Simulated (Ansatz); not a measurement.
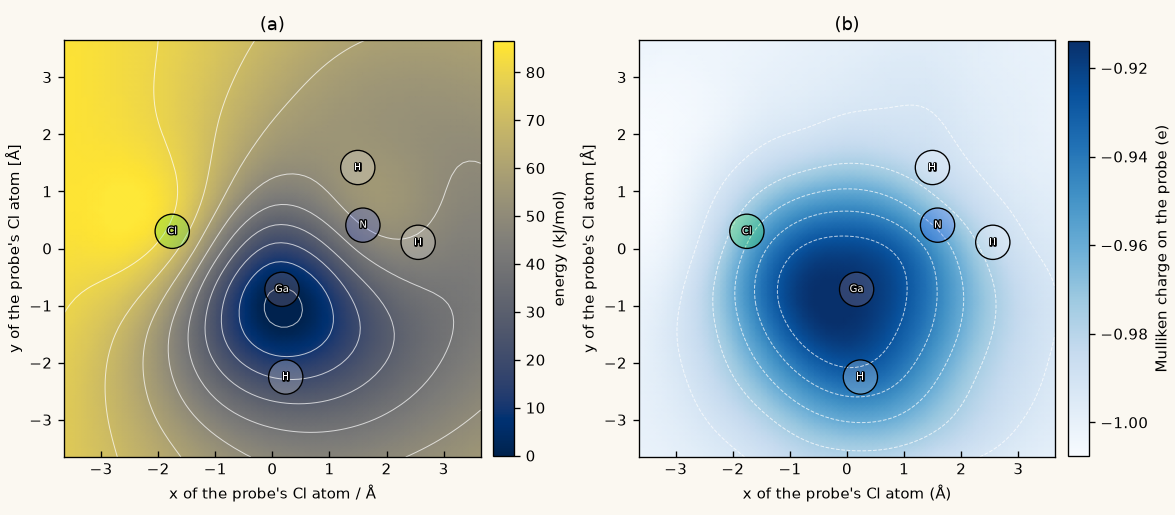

ClGaH₃N (SMILES [NH2][GaH][Cl]) with the probe Cl-. 
- The probe is moved over a plane parallel to the molecule's main plane, 3.10 Å above it.
- The first coordinate is: x of the probe's Cl atom; the second: y of the probe's Cl atom.
- Nothing is relaxed (molecule and probe rigid).
- The scan uses an 11 × 11 grid.
- Points are written as (first, second).
- Energies are in kJ/mol, from the lowest grid point.
- All numbers below come from RHF-MP2, frozen core/def2-SVPD in Ansatz 0.2.0.

Panel (a) is the energy; panel (b) is the computed Mulliken charge on the probe, in e.

The picture shows a smooth colour map with a few white contour lines, labelled circles for the molecule's atoms, projected on the plane. Between grid points the surface is interpolated.

Question: How does the Mulliken charge on the probe vary over the map, and what is it at the lowest grid point?

Answer: Leaving out the highest fifth of the energies, it runs from −1.00 e at (−3.65 Å, −3.65 Å) to −0.91 e at (0.00 Å, −0.73 Å) [nearest 1 Ga at 3.10 Å]. At the lowest grid point, (0.00 Å, −0.73 Å) [nearest 1 Ga at 3.10 Å], it is −0.91 e.

| y of the probe's Cl atom ↓, x of the probe's Cl atom → | −3.65 | −2.92 | −2.19 | −1.46 | −0.73 | 0.00 | 0.73 | 1.46 | 2.19 | 2.92 | 3.65 |
| --- | --- | --- | --- | --- | --- | --- | --- | --- | --- | --- | --- |
| 3.65 | −1.00 | −1.00 | −1.00 | −1.00 | −1.00 | −1.00 | −1.00 | −1.00 | −1.00 | −1.00 | −1.00 |
| 2.92 | −1.00 | −1.00 | −1.00 | −1.00 | −1.00 | −1.00 | −0.99 | −0.99 | −1.00 | −1.00 | −1.00 |
| 2.19 | −1.01 | −1.01 | −1.00 | −1.00 | −0.99 | −0.99 | −0.99 | −0.99 | −0.99 | −1.00 | −1.00 |
| 1.46 | −1.01 | −1.00 | −1.00 | −0.99 | −0.98 | −0.97 | −0.98 | −0.98 | −0.99 | −1.00 | −1.00 |
| 0.73 | −1.01 | −1.00 | −0.99 | −0.97 | −0.95 | −0.95 | −0.95 | −0.97 | −0.98 | −0.99 | −1.00 |
| 0.00 | −1.00 | −1.00 | −0.98 | −0.95 | −0.93 | −0.92 | −0.93 | −0.95 | −0.97 | −0.99 | −0.99 |
| −0.73 | −1.00 | −0.99 | −0.97 | −0.94 | −0.92 | −0.91 | −0.92 | −0.94 | −0.96 | −0.98 | −0.99 |
| −1.46 | −1.00 | −0.99 | −0.97 | −0.94 | −0.92 | −0.92 | −0.93 | −0.94 | −0.97 | −0.98 | −0.99 |
| −2.19 | −1.00 | −0.99 | −0.98 | −0.96 | −0.94 | −0.93 | −0.94 | −0.95 | −0.97 | −0.99 | −0.99 |
| −2.92 | −1.00 | −1.00 | −0.99 | −0.98 | −0.96 | −0.96 | −0.96 | −0.97 | −0.98 | −0.99 | −1.00 |
| −3.65 | −1.00 | −1.00 | −0.99 | −0.99 | −0.98 | −0.98 | −0.98 | −0.98 | −0.99 | −1.00 | −1.00 |
